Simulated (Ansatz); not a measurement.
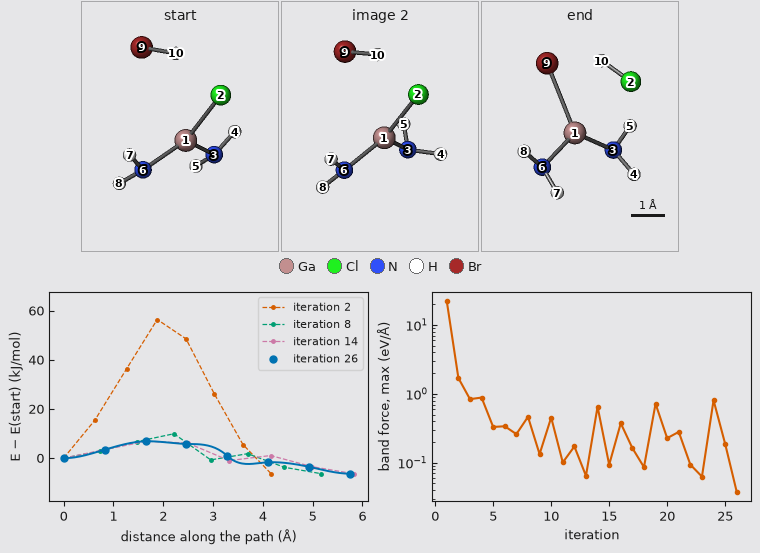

A nudged-elastic-band calculation for GaN$_{2}$H$_{5}$BrCl. Images are numbered from 0 (start) to 7 (end). The plot follows the band through its iterations. The picture is a ball-and-stick view, seen from a free direction.

Method: Ansatz, RKS PBE-D4/def2-SVP. Set-up: 6 movable images; no climbing image; force threshold 0.05 eV/Å; iteration limit 60; starting path through a guess of the saddle point.

Q: How did the profile develop, and is the result final?

A: The run is converged, with reservations. The band converged in 26 iterations. The largest component of the band force went from 22 to 0.038 eV/Å. No image climbed, so the highest image needn't lie on the saddle point, and the true maximum along this path can be higher. The first iteration put the highest image at 369.2 kJ/mol. Forward barrier 6.9 kJ/mol, backward barrier 13.2 kJ/mol, with image 2 at the top; the reaction energy is −6.3 kJ/mol.
